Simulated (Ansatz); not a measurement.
CaF2, pressure series

Base system: CaF2 in the fluorite structure (space group Fm-3m, No. 225; a = 5.511 Å).

Cell and atoms are relaxed at each pressure.

All numbers come from PBE (Ansatz, a quantum-chemistry and plane-wave program), no spin-orbit coupling.

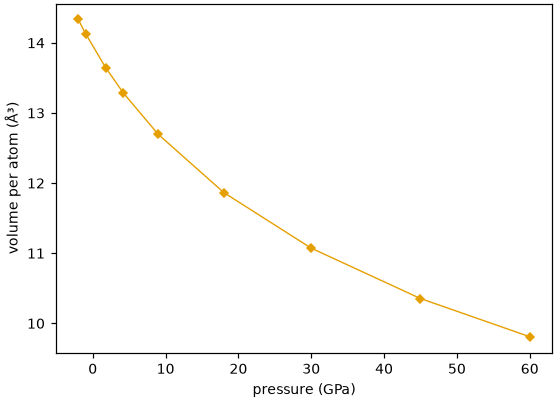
*Volume against pressure*

Q: Estimate the zero-pressure bulk modulus from the plot.

A: About 78 GPa; a third-order Birch–Murnaghan fit to the points gives V₀ = 13.95 Å³/atom, B₀ = 78 GPa and B₀′ = 4.4.

Between the base and pressure 9 GPa the gap moves from 7.14 eV to 7.71 eV, a mean slope of 63 meV/GPa.

Load acts through the strain it causes; cell and atoms are relaxed under it. Stability against distortions was not tested. Competing high-pressure phases were not computed.
